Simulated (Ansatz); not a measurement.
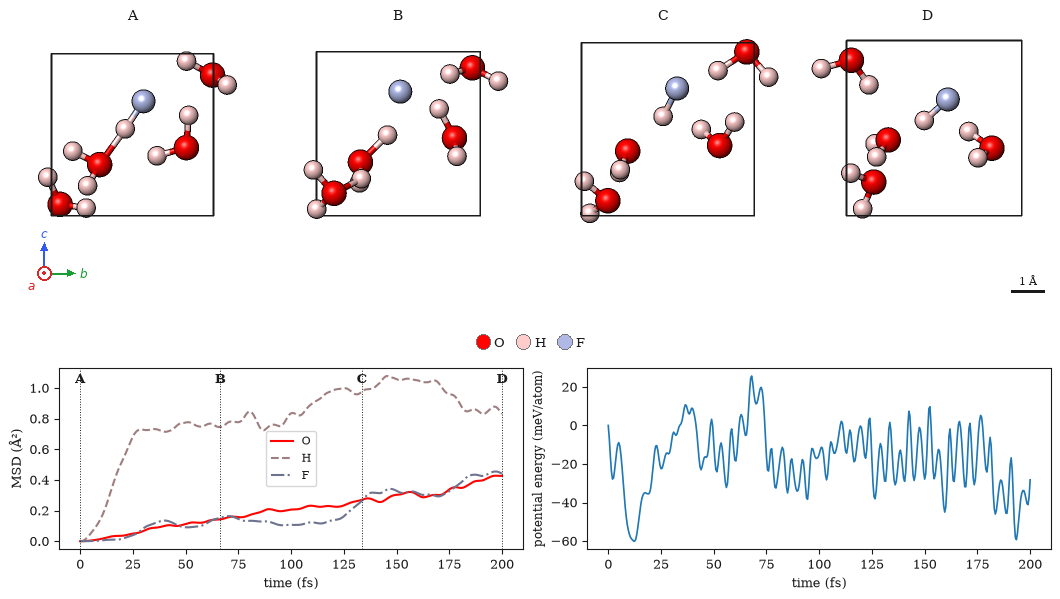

Molecular dynamics of a periodic cell with 4 H2O + 1 HF at 1.241 g/cm³, 200 fs long. It starts from the last geometry of an earlier run, with fresh velocities. Frames (A at 0 fs, B at 66 fs, C at 134 fs, D at 200 fs) and the history of the run. A ball-and-stick model of the simulation cell, seen along the a axis. Atoms that leave the cell re-enter on the other side.

Level of theory: DFT LDA, scalar-relativistic, plane waves, PAW (Ansatz). Run with plane-wave cutoff 420 eV; k-point mesh 1 × 1 × 1; Fermi-Dirac smearing 0.05 eV; Langevin thermostat and barostat (NPT); set temperature 700 K; time step 0.5 fs; friction 0.005 per fs; target pressure 1 GPa.

Describe the run.

Answer. Over the second half the temperature averages 684 K (spread ±88 K). The pressure hasn't settled at its target of 1.0 GPa. The potential energy in the second half lies on average 18.8 meV per atom below the first frame. The mean pressure there is −0.5 GPa. The volume ends +26.3 % from the start. In the second half of the run the atoms are, in the root-mean-square, this far from where they began (common drift taken out): H 0.98 Å, O 0.54 Å, F 0.53 Å. The heavy atoms stay within a fraction of a molecule's size of their starting places, while the hydrogen atoms travel further, as molecules turn; so short a run doesn't tell a liquid from a solid. Bond changes: one F–H bond breaks at about 70 fs; one F–H bond forms at about 88 fs; 2 H–O bonds break between 94 fs and 140 fs; one H–O bond forms at about 162 fs.

Limits of the set-up: the periodic images lie only 5.0 Å apart, so the values are limited by the cell's size.

The run took 3.4 min on 1 thread of Arm Neoverse V1, on a shared host, peak memory 0.29 GiB.
